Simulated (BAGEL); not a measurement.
**UHF/def2-SVPD (density fitting with qzvpp-jkfit) run of GeH2ClO (SMILES [O][GeH2][Cl])**

Aim: the vertical ionisation energy of GeH2ClO at UHF/def2-SVPD (density fitting with qzvpp-jkfit), from 2 runs. 

The calculation is run with BAGEL 1.2.2.

3 further runs of the same task are left out: 3 set aside as unsound or not needed. Runs told in other sessions of the task aren't counted.

### Step 1. The molecule

The species is GeH2ClO (5 atoms), meant as a doublet with charge 0. SMILES: `[O][GeH2][Cl]`. The shape is that of a PBE0-D4/def2-TZVP optimisation.

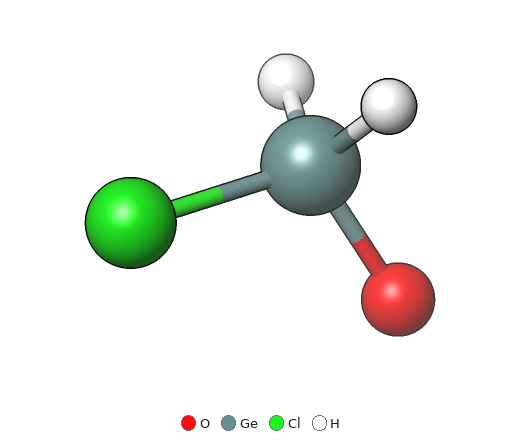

The structure, seen from a chosen angle (oxygen red, germanium teal, chlorine green, hydrogen white).

### Step 2. The energy at UHF/def2-SVPD (density fitting with qzvpp-jkfit)

Input file input.json:

```json
{ "bagel": [

{
  "title": "molecule",
  "basis": "def2-svpd.json",
  "df_basis": "qzvpp-jkfit",
  "angstrom": true,
  "geometry": [
    { "atom": "O", "xyz": [   -0.272400,   -0.591800,    1.625500 ] },
    { "atom": "Ge", "xyz": [    0.123700,   -0.081200,   -0.034500 ] },
    { "atom": "Cl", "xyz": [   -1.347100,    1.290100,   -0.778900 ] },
    { "atom": "H", "xyz": [    0.081000,   -1.343800,   -0.899000 ] },
    { "atom": "H", "xyz": [    1.464600,    0.653000,    0.045400 ] }
  ]
},
{ "title": "uhf", "nopen": 1 },
{ "title": "print", "file": "orbitals.molden", "orbitals": true }

]}
```

The basis set def2-SVPD is read from a file made from the Basis Set Exchange's data (not shown).

Started as:

```
$ BAGEL_NUM_THREADS=1 BAGEL input.json > input.out
```

The log of the run:

```text
* using 1 threads per process

  ===============================================================
  ===============================================================

  *** Geometry ***

  { "atom" : "O", "xyz" : [     -0.514761,     -1.118340,      3.071750 ] },
  { "atom" : "Ge", "xyz" : [      0.233759,     -0.153446,     -0.065196 ] },
  { "atom" : "Cl", "xyz" : [     -2.545650,      2.437936,     -1.471908 ] },
  { "atom" : "H", "xyz" : [      0.153068,     -2.539414,     -1.698864 ] },
  { "atom" : "H", "xyz" : [      2.767693,      1.233991,      0.085794 ] },

  Number of auxiliary basis functions:      507

  Since a DF basis is specified, we compute 2- and 3-index integrals:
    o Being stored without compression. Storage requirement is 0.044 GB

  Number of basis functions:      104
  Number of electrons      :       59

    * METHOD: MOLECULE                             0.24

  *** Open-shell HF ***

  === Nuclear Repulsion ===
   264.0476202487

      * DIIS with orbital gradients will be used.

  === UHF iteration (def2-svpd.json) ===
      0      -2609.81863499          0.05065767           0.19
      1      -2609.29810052          0.09123316           0.19
      2      -2609.04130624          0.07971325           0.19
      3      -2610.34592673          0.02037636           0.19
      4      -2610.43024907          0.00602572           0.19
      5      -2610.44137038          0.00220946           0.19
      6      -2610.44408690          0.00050547           0.19
      7      -2610.44434861          0.00017066           0.19
      8      -2610.44446123          0.00005673           0.19
      9      -2610.44450930          0.00001820           0.19
     10      -2610.44452657          0.00000771           0.19
     11      -2610.44453128          0.00000339           0.19
     12      -2610.44453228          0.00000144           0.19
     13      -2610.44453241          0.00000054           0.19
     14      -2610.44453242          0.00000018           0.19
     15      -2610.44453242          0.00000010           0.19
     16      -2610.44453242          0.00000005           0.19
     17      -2610.44453242          0.00000002           0.19
     18      -2610.44453242          0.00000001           0.19
     19      -2610.44453242          0.00000001           0.19
    * SCF iteration converged.

    * S^2 (UHF) is 0.7586

    * Permanent dipole moment:
           (   -0.721121,     0.260014,     0.506998) a.u.

    * METHOD: UHF                                  4.01

    * METHOD: PRINT                                0.02

  ===============================================================
```

Wall time 4.5 s (1 thread of Arm Neoverse V2, shared host); peak memory 0.15 GiB.

### Step 3. The singlet cation at the same level

Input file calc.json:

```json
{ "bagel": [

{
  "title": "molecule",
  "basis": "def2-svpd.json",
  "df_basis": "qzvpp-jkfit",
  "angstrom": "true",
  "geometry": [
    { "atom": "O", "xyz": [      -0.272400,      -0.591800,       1.625500 ] },
    { "atom": "Ge", "xyz": [       0.123700,      -0.081200,      -0.034500 ] },
    { "atom": "Cl", "xyz": [      -1.347100,       1.290100,      -0.778900 ] },
    { "atom": "H", "xyz": [       0.081000,      -1.343800,      -0.899000 ] },
    { "atom": "H", "xyz": [       1.464600,       0.653000,       0.045400 ] }
  ]
},

{ "title": "hf", "charge": 1 },

{ "title": "print", "file": "orbitals.molden", "orbitals": "true" }

]}
```

The basis set def2-SVPD is read from a file made from the Basis Set Exchange's data (not shown).

Started as:

```
$ BAGEL_NUM_THREADS=1 BAGEL calc.json > calc.out
```

The log of the run:

```text
* using 1 threads per process

  ===============================================================
  ===============================================================

  *** Geometry ***

  { "atom" : "O", "xyz" : [     -0.514761,     -1.118340,      3.071750 ] },
  { "atom" : "Ge", "xyz" : [      0.233759,     -0.153446,     -0.065196 ] },
  { "atom" : "Cl", "xyz" : [     -2.545650,      2.437936,     -1.471908 ] },
  { "atom" : "H", "xyz" : [      0.153068,     -2.539414,     -1.698864 ] },
  { "atom" : "H", "xyz" : [      2.767693,      1.233991,      0.085794 ] },

  Number of auxiliary basis functions:      507

  Since a DF basis is specified, we compute 2- and 3-index integrals:
    o Being stored without compression. Storage requirement is 0.044 GB

  Number of basis functions:      104
  Number of electrons      :       59

    * METHOD: MOLECULE                             0.26

  *** RHF ***

  === Nuclear Repulsion ===
   264.0476202487

      * DIIS with orbital gradients will be used.

  === RHF iteration (def2-svpd.json) ===
      0      -2609.22998452          0.02908818           0.11
      1      -2608.15025238          0.05850793           0.12
      2      -2609.83328609          0.01086784           0.12
      3      -2609.89772107          0.00635630           0.12
      4      -2609.91633537          0.00418605           0.12
      5      -2609.93497179          0.00137615           0.12
      6      -2609.93868187          0.00040827           0.12
      7      -2609.93915423          0.00012406           0.12
      8      -2609.93922031          0.00004734           0.12
      9      -2609.93923180          0.00001396           0.12
     10      -2609.93923231          0.00000509           0.12
     11      -2609.93923235          0.00000190           0.11
     12      -2609.93923235          0.00000060           0.11
     13      -2609.93923235          0.00000026           0.10
     14      -2609.93923235          0.00000010           0.11
     15      -2609.93923235          0.00000004           0.11
     16      -2609.93923235          0.00000003           0.11
     17      -2609.93923235          0.00000002           0.12
     18      -2609.93923235          0.00000001           0.12
     19      -2609.93923235          0.00000001           0.12
     20      -2609.93923235          0.00000001           0.12
     21      -2609.93923235          0.00000001           0.11
     22      -2609.93923235          0.00000001           0.12
     23      -2609.93923235          0.00000001           0.12
    * SCF iteration converged.

    * Permanent dipole moment:
           (   -1.083760,     1.121908,    -0.784223) a.u.

    * METHOD: HF                                   3.07

    * METHOD: PRINT                                0.02

  ===============================================================
```

It took 3.6 s on 1 thread of Arm Neoverse V2, shared host; peak memory 0.15 GiB.

### Step 4. What came out

At UHF/def2-SVPD (density fitting with qzvpp-jkfit):

| quantity | value |
| --- | --- |
| doublet GeH2ClO: total energy | -2610.44453 Eh |
| doublet GeH2ClO: dipole moment | 2.34 D |
| doublet GeH2ClO: ⟨S²⟩ | 0.759 |
| singlet cation: total energy | -2609.93923 Eh |
| singlet cation: HOMO energy | -17.80 eV |
| singlet cation: LUMO energy | -10.70 eV |
| singlet cation: HOMO–LUMO gap | 7.10 eV |
| vertical ionisation energy (to the singlet cation) | 13.750 eV |

What this shows: The vertical ionisation energy comes to 13.75 eV (317 kcal/mol). Only the singlet of the ionised species was computed; a triplet could lie lower.
